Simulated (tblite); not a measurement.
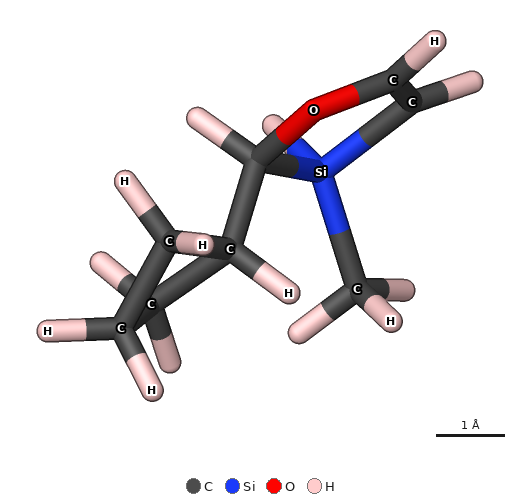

**Figure 1.** The starting structure (stick view, seen at a tilt).

**Geometry relaxation of C₈H₁₄OSi**

- system: C₈H₁₄OSi
- method: GFN2-xTB geometry optimisation, gas phase (tblite 0.8.0)

It belongs to a series of runs on one base structure; here: H on C replaced by cBu.

### Input file
```
{"job": {"kind": "relax", "xc": "GFN2-xTB", "basis": "xTB"}, "charge": 0, "multiplicity": 1}
C      2.150500    -0.821300     1.301300
Si     1.909100    -0.386500    -0.481900
C      2.559100     1.279700    -0.914800
C      1.544800     2.106900    -1.270200
O      0.222300     1.683500    -1.256600
C      0.136700     0.267400    -0.918200
C     -0.901900     0.118700     0.183000
C     -1.439000    -1.309300     0.480400
C     -2.819800    -0.669300     0.707800
C     -2.364900     0.476800    -0.211300
H      3.195100    -0.987300     1.534000
H      1.778800    -0.024400     1.962100
H      1.595500    -1.731300     1.574000
H      2.380700    -1.441600    -1.419300
H      3.594300     1.549300    -0.890900
H      1.642500     3.136500    -1.544000
H     -0.173500    -0.255100    -1.821400
H     -0.608000     0.634300     1.108400
H     -1.016700    -1.818400     1.349800
H     -1.414700    -1.992500    -0.377300
H     -3.689000    -1.234500     0.361200
H     -2.999600    -0.352100     1.744500
H     -2.591500     0.318000    -1.260400
H     -2.702500     1.472000     0.067100
```

The first line tells a small driver script what to run in tblite; the rest is the geometry in Å.

Launch command:
```bash
OMP_NUM_THREADS=1 python <driver script> task.json out
```

### Log
```
step      E/eV     max force
  0    -816.49070    2.112
  1    -816.62640    0.853
  2    -816.66562    0.751
  3    -816.69680    0.381
  4    -816.71448    0.378
  5    -816.72403    0.276
  6    -816.73327    0.202
  7    -816.74120    0.175
  8    -816.74681    0.141
  9    -816.74989    0.120
 10    -816.75183    0.084
 11    -816.75376    0.125
 12    -816.75612    0.135
 13    -816.75884    0.127
 14    -816.76164    0.132
 15    -816.76429    0.106
 16    -816.76673    0.129
 17    -816.76883    0.127
 18    -816.77047    0.081
 19    -816.77180    0.069
 20    -816.77305    0.076
 21    -816.77436    0.090
 22    -816.77569    0.080
 23    -816.77700    0.075
 24    -816.77829    0.089
 25    -816.77961    0.090
 26    -816.78094    0.097
 27    -816.78233    0.106
 28    -816.78401    0.098
 29    -816.78613    0.131
 30    -816.78848    0.144
 31    -816.79057    0.107
 32    -816.79213    0.086
 33    -816.79343    0.078
 34    -816.79473    0.097
 35    -816.79586    0.082
 36    -816.79671    0.057
 37    -816.79740    0.060
 38    -816.79802    0.050
 39    -816.79858    0.053
 40    -816.79908    0.045
 41    -816.79956    0.068
 42    -816.80005    0.072
 43    -816.80049    0.047
 44    -816.80081    0.040
 45    -816.80114    0.043
 46    -816.80146    0.049
 47    -816.80191    0.043
 48    -816.80221    0.047
 49    -816.80267    0.055
 50    -816.80312    0.050
 51    -816.80362    0.058
 52    -816.80402    0.041
 53    -816.80435    0.038
 54    -816.80468    0.037
 55    -816.80504    0.045
 56    -816.80534    0.033
 57    -816.80556    0.036
 58    -816.80576    0.034
 59    -816.80598    0.034
 60    -816.80618    0.032
 61    -816.80629    0.027
 62    -816.80637    0.019
 63    -816.80641    0.015
 64    -816.80649    0.014
 65    -816.80654    0.014
 66    -816.80659    0.014
 67    -816.80663    0.011
 68    -816.80668    0.012
 69    -816.80671    0.011
 70    -816.80675    0.013
 71    -816.80679    0.014
 72    -816.80684    0.014
 73    -816.80689    0.015
 74    -816.80693    0.012
 75    -816.80697    0.012
 76    -816.80700    0.013
 77    -816.80705    0.016
 78    -816.80710    0.018
 79    -816.80714    0.015
 80    -816.80718    0.012
 81    -816.80721    0.012
 82    -816.80725    0.014
 83    -816.80729    0.016
 84    -816.80734    0.016
 85    -816.80738    0.014
 86    -816.80742    0.015
 87    -816.80746    0.015
 88    -816.80750    0.017
 89    -816.80754    0.018
 90    -816.80757    0.014
 91    -816.80759    0.010
```

### Trajectory as extended XYZ (Å, eV, eV/Å), 4 of the 92 frames kept, from step=0 to step=91
```
24
Properties=species:S:1:pos:R:3:forces:R:3 step=0 energy=-816.49070
C     2.1505   -0.8213    1.3013   -0.4300  -0.4190   1.2760
Si    1.9091   -0.3865   -0.4819   -0.2540  -0.1320  -0.9690
C     2.5591    1.2797   -0.9148   -0.7980   0.9190  -0.4360
C     1.5448    2.1069   -1.2702   -0.4240  -1.1410   0.5000
O     0.2223    1.6835   -1.2566    2.0670  -0.4310   0.0490
C     0.1367    0.2674   -0.9182    0.1240   0.3780   0.4070
C    -0.9019    0.1187    0.1830   -0.6050  -0.5640  -0.8930
C    -1.4390   -1.3093    0.4804    0.1590   0.1970   0.7530
C    -2.8198   -0.6693    0.7078   -0.3120  -0.2480  -0.6150
C    -2.3649    0.4768   -0.2113    0.1400   0.4670   0.9830
H     3.1951   -0.9873    1.5340    0.0320  -0.0200   0.0270
H     1.7788   -0.0244    1.9621    0.2060  -0.2480  -0.2120
H     1.5955   -1.7313    1.5740    0.2850   0.2790  -0.0740
H     2.3807   -1.4416   -1.4193   -0.2050   0.0830   0.2250
H     3.5943    1.5493   -0.8909   -0.0140   0.4360  -0.1320
H     1.6425    3.1365   -1.5440   -0.0630   0.2950  -0.1170
H    -0.1735   -0.2551   -1.8214   -0.3970   0.0590  -0.1340
H    -0.6080    0.6343    1.1084   -0.0220  -0.1400  -0.3980
H    -1.0167   -1.8184    1.3498    0.0800  -0.0060  -0.1080
H    -1.4147   -1.9925   -0.3773    0.0040   0.3910   0.1630
H    -3.6890   -1.2345    0.3612    0.0820  -0.0160   0.0860
H    -2.9996   -0.3521    1.7445    0.2220  -0.0800  -0.3770
H    -2.5915    0.3180   -1.2604    0.1410  -0.1770   0.0180
H    -2.7025    1.4720    0.0671   -0.0140   0.1160  -0.0220
24
Properties=species:S:1:pos:R:3:forces:R:3 step=30 energy=-816.78848
C     2.1291   -0.8785    1.3375   -0.0130  -0.0130  -0.0450
Si    1.8931   -0.3877   -0.4863   -0.0180  -0.0500   0.0550
C     2.5384    1.3098   -0.9148   -0.0060  -0.0340  -0.0030
C     1.5128    2.0776   -1.3005   -0.0220  -0.0340  -0.0200
O     0.2617    1.6096   -1.3671   -0.0130   0.0140   0.0050
C     0.1232    0.2355   -0.9594    0.0150   0.0290  -0.0120
C    -0.8949    0.1557    0.1618    0.0240  -0.0210  -0.0030
C    -1.3791   -1.2510    0.5473   -0.0160  -0.0040   0.0090
C    -2.8125   -0.7042    0.6203   -0.0210   0.0010   0.0100
C    -2.3541    0.5417   -0.1504    0.0270   0.0140   0.0250
H     3.1886   -1.0517    1.5137   -0.1110  -0.0080   0.0680
H     1.7922   -0.1111    2.0336    0.0600  -0.0730  -0.1080
H     1.5953   -1.7977    1.5687    0.0810   0.0610   0.0040
H     2.2642   -1.5309   -1.3428    0.0050   0.0810   0.0060
H     3.5401    1.6913   -0.8698    0.0060   0.0350  -0.0100
H     1.5659    3.1180   -1.5956    0.0240  -0.0160   0.0050
H    -0.2826   -0.2899   -1.8316    0.0320  -0.0060  -0.0120
H    -0.5204    0.7022    1.0291   -0.0160   0.0330  -0.0070
H    -0.9695   -1.6762    1.4612   -0.0250   0.0100   0.0030
H    -1.2441   -1.9631   -0.2658   -0.0020   0.0180   0.0110
H    -3.5973   -1.3044    0.1655    0.0270  -0.0230  -0.0480
H    -3.1018   -0.4697    1.6426   -0.0260   0.0160   0.0100
H    -2.5718    0.4898   -1.2162    0.0110  -0.0370   0.0340
H    -2.6884    1.5049    0.2266   -0.0210   0.0070   0.0230
24
Properties=species:S:1:pos:R:3:forces:R:3 step=61 energy=-816.80629
C     2.1121   -0.9517    1.2981    0.0050   0.0020   0.0000
Si    1.8948   -0.3869   -0.5006    0.0020   0.0010  -0.0090
C     2.5152    1.3202   -0.9284    0.0010  -0.0020   0.0060
C     1.4844    2.0599   -1.3527   -0.0090  -0.0140   0.0050
O     0.2401    1.5746   -1.4172   -0.0190   0.0000   0.0050
C     0.1108    0.2224   -0.9398   -0.0050  -0.0020   0.0050
C    -0.8732    0.2077    0.2207    0.0000   0.0040  -0.0040
C    -1.3428   -1.1847    0.6774    0.0030   0.0060  -0.0010
C    -2.8057   -0.7379    0.5270    0.0010   0.0000  -0.0010
C    -2.3343    0.5810   -0.1035    0.0050   0.0020   0.0000
H     3.1605   -1.1365    1.5065    0.0180  -0.0020  -0.0100
H     1.7638   -0.2073    2.0071   -0.0080   0.0090   0.0040
H     1.5738   -1.8742    1.4895   -0.0020  -0.0050  -0.0010
H     2.3027   -1.4707   -1.4124   -0.0110   0.0060   0.0040
H     3.5081    1.7258   -0.8879    0.0070  -0.0020   0.0040
H     1.5320    3.0905   -1.6816    0.0040  -0.0160   0.0080
H    -0.3221   -0.3427   -1.7729   -0.0070   0.0090   0.0090
H    -0.4685    0.8096    1.0368   -0.0070  -0.0030  -0.0070
H    -1.0461   -1.4728    1.6840    0.0050  -0.0070  -0.0230
H    -1.0559   -1.9735   -0.0171    0.0000   0.0120   0.0240
H    -3.4241   -1.3675   -0.1103    0.0140   0.0070   0.0040
H    -3.3135   -0.6029    1.4806    0.0070   0.0000  -0.0180
H    -2.5240    0.6512   -1.1727   -0.0010  -0.0060   0.0140
H    -2.6997    1.4862    0.3770   -0.0010  -0.0010  -0.0180
24
Properties=species:S:1:pos:R:3:forces:R:3 step=91 energy=-816.80759
C     2.1292   -0.9628    1.2869   -0.0020  -0.0010   0.0030
Si    1.8825   -0.3971   -0.5073   -0.0010   0.0040   0.0070
C     2.5136    1.3084   -0.9230    0.0020  -0.0040  -0.0060
C     1.4866    2.0570   -1.3404    0.0060   0.0020  -0.0010
O     0.2392    1.5808   -1.4081    0.0060   0.0070   0.0000
C     0.1014    0.2289   -0.9331    0.0000   0.0070  -0.0070
C    -0.8814    0.2251    0.2271    0.0020   0.0040  -0.0010
C    -1.3381   -1.1646    0.7022    0.0040   0.0010   0.0000
C    -2.8046   -0.7459    0.5115    0.0020  -0.0060   0.0020
C    -2.3434    0.5790   -0.1132   -0.0020  -0.0030   0.0030
H     3.1836   -1.1344    1.4777   -0.0030  -0.0010  -0.0020
H     1.7819   -0.2217    2.0004   -0.0010  -0.0040   0.0020
H     1.6050   -1.8917    1.4860    0.0000   0.0000   0.0020
H     2.2649   -1.4819   -1.4286    0.0010   0.0030   0.0010
H     3.5092    1.7074   -0.8786   -0.0030  -0.0020  -0.0020
H     1.5418    3.0898   -1.6598   -0.0020   0.0000   0.0000
H    -0.3399   -0.3306   -1.7651   -0.0030  -0.0040  -0.0010
H    -0.4827    0.8448    1.0322    0.0010   0.0020   0.0040
H    -1.0576   -1.4257    1.7203   -0.0010  -0.0010  -0.0020
H    -1.0205   -1.9634    0.0340   -0.0050  -0.0010   0.0020
H    -3.3906   -1.3893   -0.1415    0.0020  -0.0030   0.0000
H    -3.3424   -0.6184    1.4488   -0.0010  -0.0030  -0.0010
H    -2.5228    0.6478   -1.1841   -0.0020   0.0000   0.0040
H    -2.7267    1.4785    0.3631    0.0010   0.0030  -0.0060
```

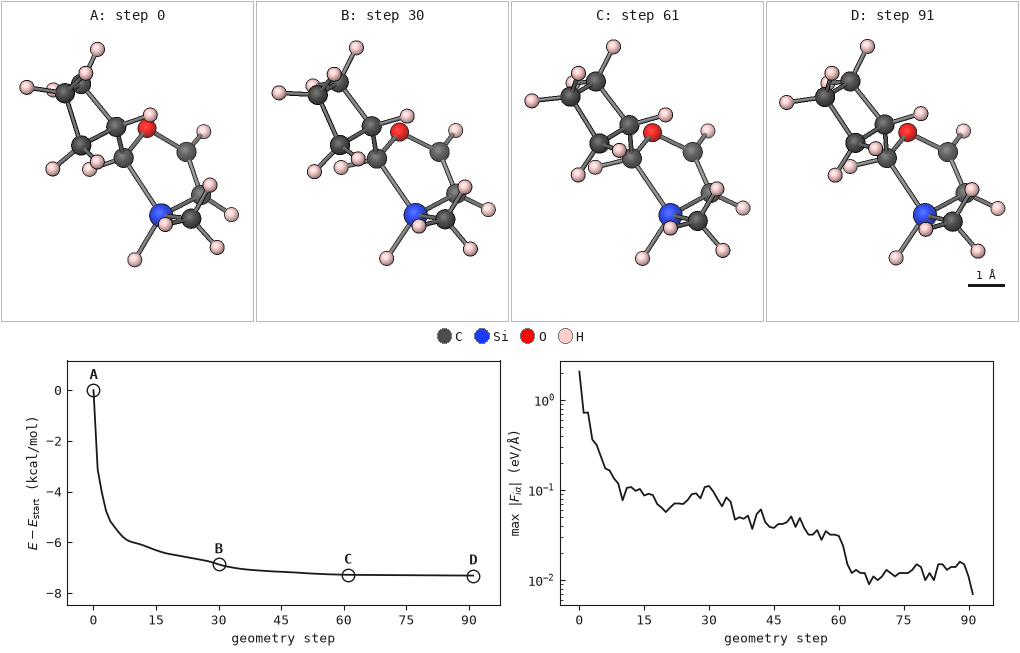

**Figure 2.** Frames of the relaxation (ball-and-stick view, seen at a tilt) above the curves, on which the letters mark them (steps are counted from 0).

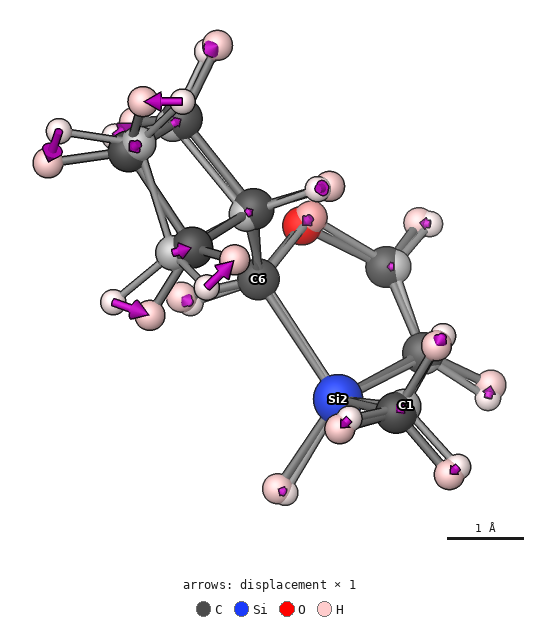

**Figure 3.** Start (faint) and end (solid) with the displacements as pink arrows, at true length (ball-and-stick view, seen at a tilt). The two geometries are laid on each other by the best rigid fit. After 91 geometry steps the energy has fallen by 7.31 kcal/mol. Largest force component: 2.1 eV/Å at the start, 0.007 eV/Å at the end. The largest move after the best rigid fit is that of H21, 0.61 Å. By element the largest moves are H 0.61 Å, C 0.28 Å, O 0.18 Å, Si 0.04 Å. Among the contacts that change: C4–O5 1.389 → 1.337 Å, C1–Si2 1.851 → 1.897 Å, Si2–C3 1.840 → 1.865 Å, O5–C6 1.458 → 1.440 Å. Among the angles that change: Si2–C3–H15 124.4° → 130.1°, Si2–C6–H17 106.6° → 111.9°, C3–Si2–H14 112.4° → 116.5°. (Atoms are counted from 1 in the order of the input.)

### Results in brief

| quantity | value |
| --- | --- |
| outcome | converged |
| total energy | −816.8076 eV |
| hardware | 1 CPU thread, shared host |
| wall time | 0.77 s |
| peak memory | 0.18 GiB |
